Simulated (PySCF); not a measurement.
## Single-point calculation, with input and output: C₂H₃Ge (part 2 of 2)

C₂H₃Ge, multiplicity 4, SMILES [C]#[C][GeH3]; NEVPT2/cc-pVDZ, ROHF (PySCF 2.14.0). The geometry is that of the parent species in another charge or spin state. The geometry comes from this level: PBE0-D4/def2-TZVP.

Geometry of the input (Å):
```
C  1.0630  -1.9937  1.1272
C  0.5548  -1.0394  0.5816
Ge -0.2442  0.4611  -0.2777
H  -1.4821  -0.0281  -1.0359
H  0.7837  1.0597  -1.2429
H  -0.6330  1.4764  0.8014
```

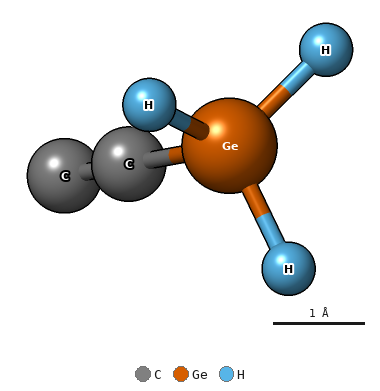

*The input geometry (ball-and-stick view, seen at a tilt). Sticks mark near contacts.*

Output, continued
```
5 H 2s           0.00372   0.00631  -0.00057   0.00066   0.00230
5 H 2px          0.00268   0.00041   0.00022   0.00051  -0.00387
5 H 2py         -0.00617  -0.00175   0.00028  -0.00106  -0.00239
5 H 2pz         -0.00307  -0.00507   0.00044   0.00005  -0.00077
               #6        #7
0 C 1s           0.00000   0.00043
0 C 2s           0.00003  -0.03235
0 C 3s           0.00003   0.00467
0 C 2px          0.03350   0.04999
0 C 2py         -0.33171  -0.09387
0 C 2pz         -0.61121   0.05390
0 C 3px          0.00494  -0.00754
0 C 3py         -0.04897   0.01415
0 C 3pz         -0.09030  -0.00810
0 C 3dxy        -0.01024   0.01259
0 C 3dyz         0.02068   0.01351
0 C 3dz^2       -0.02991   0.00431
0 C 3dxz        -0.01506  -0.00719
0 C 3dx2-y2     -0.01537   0.00847
1 C 1s           0.00000  -0.00026
1 C 2s           0.00029   0.52297
1 C 3s           0.00008  -0.03356
1 C 2px         -0.03204  -0.12182
1 C 2py          0.31673   0.22876
1 C 2pz          0.58330  -0.13126
1 C 3px         -0.00527   0.02195
1 C 3py          0.05212  -0.04121
1 C 3pz          0.09601   0.02360
1 C 3dxy        -0.00872   0.05643
1 C 3dyz         0.01894   0.06049
1 C 3dz^2       -0.03032   0.01919
1 C 3dxz        -0.01419  -0.03225
1 C 3dx2-y2     -0.01388   0.03797
2 Ge 1s          0.00000   0.00039
2 Ge 2s         -0.00000  -0.00138
2 Ge 3s          0.00000   0.00032
2 Ge 4s         -0.00014  -0.42070
2 Ge 5s          0.00005  -0.00174
2 Ge 2px        -0.00000  -0.00026
2 Ge 2py         0.00003   0.00049
2 Ge 2pz         0.00006  -0.00028
2 Ge 3px         0.00002   0.00123
2 Ge 3py        -0.00018  -0.00231
2 Ge 3pz        -0.00033   0.00132
2 Ge 4px        -0.00613  -0.25505
2 Ge 4py         0.05977   0.47904
2 Ge 4pz         0.10962  -0.27442
2 Ge 5px        -0.00065   0.05429
2 Ge 5py         0.00666  -0.10196
2 Ge 5pz         0.01237   0.05842
2 Ge 3dxy       -0.00203   0.00500
2 Ge 3dyz        0.00290   0.00537
2 Ge 3dz^2      -0.00153   0.00170
2 Ge 3dxz       -0.00174  -0.00286
2 Ge 3dx2-y2    -0.00232   0.00336
2 Ge 4dxy        0.01712   0.08746
2 Ge 4dyz       -0.03543   0.09410
2 Ge 4dz^2       0.05384   0.02970
2 Ge 4dxz        0.02615  -0.05011
2 Ge 4dx2-y2     0.02629   0.05886
3 H 1s           0.07377   0.09057
3 H 2s           0.01472   0.00667
3 H 2px          0.00743   0.01169
3 H 2py          0.00451  -0.00282
3 H 2pz         -0.00027   0.00868
4 H 1s           0.05378   0.09055
4 H 2s           0.01073   0.00668
4 H 2px         -0.00637  -0.00372
4 H 2py         -0.00298  -0.01022
4 H 2pz         -0.00018   0.01008
5 H 1s          -0.12737   0.09064
5 H 2s          -0.02540   0.00666
5 H 2px         -0.00173   0.00592
5 H 2py          0.00506  -0.01306
5 H 2pz          0.01256  -0.00382
<CAS-nat-orb|mo-hf>  21     18      -0.46682611
<CAS-nat-orb|mo-hf>  21     19      -0.81651505
<CAS-nat-orb|mo-hf>  22     22      -0.93518137
<CAS-nat-orb|mo-hf>  23     24      -0.99919874
<CAS-nat-orb|mo-hf>  24     23      -0.99943358
<CAS-nat-orb|mo-hf>  25     25      -0.99725415
<CAS-nat-orb|mo-hf>  26     26      -0.78084057
<CAS-nat-orb|mo-hf>  26     30      -0.58035049
<CAS-nat-orb|mo-hf>  27     29      -0.58469731
<CAS-nat-orb|mo-hf>  27     35      -0.41907746
CASSCF energy = -2152.56325756141
CASCI E = -2152.56325756141  E(CI) = -11.6072323523940  S^2 = 3.7500000

******** <class 'pyscf.mrpt.nevpt2.NEVPT'> ********
NEVPT2 (5e+2e, 7o), ncore = 20, nvir = 43
root = 0
Natural occ [1.97378159 1.44824939 1.44736439 1.00003077 0.55335453 0.55247167
 0.02474765]
Natural orbital (expansion on meta-Lowdin AOs) in CAS space
               #1        #2        #3        #4        #5
0 C 1s           0.00003   0.00000  -0.00000  -0.00264  -0.00000
0 C 2s          -0.00107   0.00009  -0.00002  -0.65037  -0.00001
0 C 3s          -0.00254  -0.00000   0.00000  -0.04228  -0.00001
0 C 2px          0.04694   0.03383  -0.63731  -0.31195  -0.63104
0 C 2py         -0.08814  -0.33499  -0.27424   0.58579  -0.27155
0 C 2pz          0.05052  -0.61723   0.11391  -0.33506   0.11279
0 C 3px         -0.00256  -0.00062   0.01170   0.01059  -0.09328
0 C 3py          0.00480   0.00613   0.00504  -0.01988  -0.04015
0 C 3pz         -0.00277   0.01130  -0.00209   0.01136   0.01668
0 C 3dxy         0.00128   0.00666  -0.01551  -0.01216   0.02399
0 C 3dyz         0.00137  -0.01341   0.00851  -0.01303  -0.01312
0 C 3dz^2        0.00043   0.01934  -0.00355  -0.00414   0.00549
0 C 3dxz        -0.00073   0.00976   0.00952   0.00695  -0.01465
0 C 3dx2-y2      0.00086   0.00997   0.01937  -0.00818  -0.02997
1 C 1s          -0.01049  -0.00000   0.00000  -0.00057  -0.00000
1 C 2s          -0.59789  -0.00024   0.00005   0.04045  -0.00006
1 C 3s          -0.00351  -0.00001   0.00000  -0.02487  -0.00002
1 C 2px          0.22073   0.03386  -0.63688   0.03780   0.60231
1 C 2py         -0.41450  -0.33487  -0.27403  -0.07098   0.25915
1 C 2pz          0.23733  -0.61677   0.11382   0.04054  -0.10764
1 C 3px         -0.00130   0.00011  -0.00196  -0.00972   0.09921
1 C 3py          0.00244  -0.00105  -0.00084   0.01825   0.04269
1 C 3pz         -0.00140  -0.00192   0.00035  -0.01043  -0.01773
1 C 3dxy         0.01466  -0.00570   0.01163  -0.00834   0.02374
1 C 3dyz         0.01577   0.01082  -0.00701  -0.00895  -0.01170
1 C 3dz^2        0.00499  -0.01413   0.00282  -0.00286   0.00511
1 C 3dxz        -0.00840  -0.00767  -0.00828   0.00477  -0.01219
1 C 3dx2-y2      0.00986  -0.00814  -0.01456  -0.00561  -0.02958
2 Ge 1s          0.00026  -0.00000   0.00000   0.00004  -0.00000
2 Ge 2s         -0.00105   0.00000  -0.00000  -0.00017   0.00000
2 Ge 3s         -0.00425  -0.00000   0.00000  -0.00009  -0.00000
2 Ge 4s         -0.20852  -0.00002   0.00001  -0.03541   0.00002
2 Ge 5s          0.01955  -0.00001   0.00000  -0.00424  -0.00001
2 Ge 2px        -0.00027  -0.00000   0.00003  -0.00003   0.00006
2 Ge 2py         0.00050   0.00002   0.00001   0.00006   0.00003
2 Ge 2pz        -0.00029   0.00003  -0.00001  -0.00004  -0.00001
2 Ge 3px         0.00256  -0.00001   0.00021   0.00026  -0.00034
2 Ge 3py        -0.00481   0.00011   0.00009  -0.00049  -0.00015
2 Ge 3pz         0.00275   0.00020  -0.00004   0.00028   0.00006
2 Ge 4px        -0.22254   0.00149  -0.02818  -0.03811   0.11345
2 Ge 4py         0.41796  -0.01482  -0.01213   0.07157   0.04876
2 Ge 4pz        -0.23936  -0.02733   0.00504  -0.04098  -0.02024
2 Ge 5px         0.02645  -0.00014   0.00267  -0.00071   0.01279
2 Ge 5py        -0.04967   0.00140   0.00115   0.00133   0.00552
2 Ge 5pz         0.02844   0.00258  -0.00048  -0.00075  -0.00229
2 Ge 3dxy        0.00197   0.00160  -0.00150  -0.00059   0.00176
2 Ge 3dyz        0.00212  -0.00232   0.00169  -0.00064  -0.00213
2 Ge 3dz^2       0.00067   0.00138  -0.00056  -0.00020   0.00069
2 Ge 3dxz       -0.00113   0.00142   0.00248   0.00034  -0.00317
2 Ge 3dx2-y2     0.00133   0.00185   0.00193  -0.00040  -0.00226
2 Ge 4dxy        0.03250  -0.00726   0.01095   0.00551  -0.04268
2 Ge 4dyz        0.03495   0.01220  -0.00834   0.00593   0.02231
2 Ge 4dz^2       0.01106  -0.01231   0.00308   0.00188  -0.00952
2 Ge 4dxz       -0.01861  -0.00815  -0.01092  -0.00316   0.02425
2 Ge 4dx2-y2     0.02186  -0.00942  -0.01381   0.00371   0.05322
3 H 1s           0.08055  -0.04447  -0.06312   0.01501   0.10464
3 H 2s           0.00373  -0.00365  -0.00518   0.00066   0.02090
3 H 2px          0.00606  -0.00215  -0.00277   0.00080   0.00620
3 H 2py         -0.00018  -0.00213  -0.00310  -0.00055   0.00768
3 H 2pz          0.00424  -0.00077  -0.00149   0.00066   0.00590
4 H 1s           0.08055  -0.03241   0.07009   0.01501  -0.11621
4 H 2s           0.00373  -0.00266   0.00575   0.00066  -0.02321
4 H 2px         -0.00296   0.00211  -0.00434   0.00004   0.01021
4 H 2py         -0.00451   0.00025  -0.00014  -0.00092   0.00010
4 H 2pz          0.00506  -0.00083   0.00229   0.00073  -0.00737
5 H 1s           0.08057   0.07687  -0.00696   0.01502   0.01154
5 H 2s           0.00372   0.00631  -0.00057   0.00066   0.00230
5 H 2px          0.00268   0.00041   0.00022   0.00051  -0.00387
5 H 2py         -0.00617  -0.00175   0.00028  -0.00106  -0.00239
5 H 2pz         -0.00307  -0.00507   0.00044   0.00005  -0.00077
               #6        #7
0 C 1s           0.00000   0.00043
0 C 2s           0.00003  -0.03235
0 C 3s           0.00003   0.00467
0 C 2px          0.03350   0.04999
0 C 2py         -0.33171  -0.09387
0 C 2pz         -0.61121   0.05390
0 C 3px          0.00494  -0.00754
0 C 3py         -0.04897   0.01415
0 C 3pz         -0.09030  -0.00810
0 C 3dxy        -0.01024   0.01259
0 C 3dyz         0.02068   0.01351
0 C 3dz^2       -0.02991   0.00431
0 C 3dxz        -0.01506  -0.00719
0 C 3dx2-y2     -0.01537   0.00847
1 C 1s           0.00000  -0.00026
1 C 2s           0.00029   0.52297
1 C 3s           0.00008  -0.03356
1 C 2px         -0.03204  -0.12182
1 C 2py          0.31673   0.22876
1 C 2pz          0.58330  -0.13126
1 C 3px         -0.00527   0.02195
1 C 3py          0.05212  -0.04121
1 C 3pz          0.09601   0.02360
1 C 3dxy        -0.00872   0.05643
1 C 3dyz         0.01894   0.06049
1 C 3dz^2       -0.03032   0.01919
1 C 3dxz        -0.01419  -0.03225
1 C 3dx2-y2     -0.01388   0.03797
2 Ge 1s          0.00000   0.00039
2 Ge 2s         -0.00000  -0.00138
2 Ge 3s          0.00000   0.00032
2 Ge 4s         -0.00014  -0.42070
2 Ge 5s          0.00005  -0.00174
2 Ge 2px        -0.00000  -0.00026
2 Ge 2py         0.00003   0.00049
2 Ge 2pz         0.00006  -0.00028
2 Ge 3px         0.00002   0.00123
2 Ge 3py        -0.00018  -0.00231
2 Ge 3pz        -0.00033   0.00132
2 Ge 4px        -0.00613  -0.25505
2 Ge 4py         0.05977   0.47904
2 Ge 4pz         0.10962  -0.27442
2 Ge 5px        -0.00065   0.05429
2 Ge 5py         0.00666  -0.10196
2 Ge 5pz         0.01237   0.05842
2 Ge 3dxy       -0.00203   0.00500
2 Ge 3dyz        0.00290   0.00537
2 Ge 3dz^2      -0.00153   0.00170
2 Ge 3dxz       -0.00174  -0.00286
2 Ge 3dx2-y2    -0.00232   0.00336
2 Ge 4dxy        0.01712   0.08746
2 Ge 4dyz       -0.03543   0.09410
2 Ge 4dz^2       0.05384   0.02970
2 Ge 4dxz        0.02615  -0.05011
2 Ge 4dx2-y2     0.02629   0.05886
3 H 1s           0.07377   0.09057
3 H 2s           0.01472   0.00667
3 H 2px          0.00743   0.01169
3 H 2py          0.00451  -0.00282
3 H 2pz         -0.00027   0.00868
4 H 1s           0.05378   0.09055
4 H 2s           0.01073   0.00668
4 H 2px         -0.00637  -0.00372
4 H 2py         -0.00298  -0.01022
4 H 2pz         -0.00018   0.01008
5 H 1s          -0.12737   0.09064
5 H 2s          -0.02540   0.00666
5 H 2px         -0.00173   0.00592
5 H 2py          0.00506  -0.01306
5 H 2pz          0.01256  -0.00382
<CAS-nat-orb|mo-hf>  21     18      -0.46682611
<CAS-nat-orb|mo-hf>  21     19      -0.81651505
<CAS-nat-orb|mo-hf>  22     22      -0.93518137
<CAS-nat-orb|mo-hf>  23     24      -0.99919874
<CAS-nat-orb|mo-hf>  24     23      -0.99943358
<CAS-nat-orb|mo-hf>  25     25      -0.99725415
<CAS-nat-orb|mo-hf>  26     26      -0.78084057
<CAS-nat-orb|mo-hf>  26     30      -0.58035049
<CAS-nat-orb|mo-hf>  27     29      -0.58469731
<CAS-nat-orb|mo-hf>  27     35      -0.41907746
Sr    (-1)',   E = -0.03555886111355
Si    (+1)',   E = -0.00447219649582
Sijrs (0)  ,   E = -0.10503118829760
Sijr  (+1) ,   E = -0.01199083987425
Srsi  (-1) ,   E = -0.03747514752786
Srs   (-2) ,   E = -0.03400514254041
Sij   (+2) ,   E = -0.00076421393333
Sir   (0)' ,   E = -0.03397373889417
Nevpt2 Energy = -0.263271328676992
Final energy -2152.8265288900907
```

Key numbers

| quantity | value |
| --- | --- |
| outcome | converged |
| total energy | −2152.826529 hartree |
| SCF energy | −2152.501351 hartree |
| correlation energy | −0.325177 hartree |
| basis functions | 70 |
| ⟨S²⟩ | 3.750 |
| hardware | 1 thread of Arm Neoverse V2, 24 GiB of memory available, shared host |
| wall time | 8.1 s |
| peak memory | 0.22 GiB |
